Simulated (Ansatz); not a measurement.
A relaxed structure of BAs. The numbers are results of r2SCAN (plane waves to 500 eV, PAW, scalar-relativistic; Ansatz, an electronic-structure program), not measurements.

F-43m (No. 216), cF8, zinc blende type; a = b = c = 4.783 Å, α = β = γ = 90.00°.

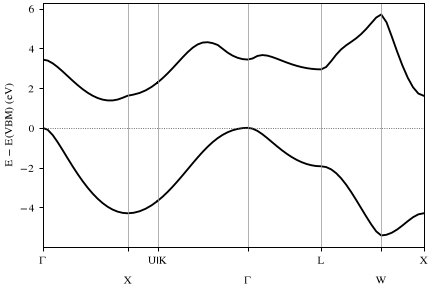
Figure. Highest filled and lowest empty band along the path of this cell's Brillouin zone

Read off the gap and say whether it is direct.

1.38 eV, indirect (valence top at Γ, conduction bottom at 76 % of the way from Γ to X) (no spin-orbit coupling).

How far does the top valence band disperse along this path?

About 5.4 eV.

No spin polarisation in the result.

Measured for BAs: a 4.777 Å (room temperature; as listed in M J Lucero, T M Henderson, G E Scuseria, Journal of Physics Condensed Matter (2012)); gap 1.82 eV (room temperature; as listed in Joon Sang Kang et al., Applied Physics Letters (2019)). Computed minus measured — a: r2SCAN +0.1 %; gap: r2SCAN -0.44 eV. The computed values are for a static lattice, and a measured gap can be an optical one, lowered by exciton binding.

The run could not lose the symmetry of its start.

All atoms sit on sites fixed by symmetry, so only the cell could relax.
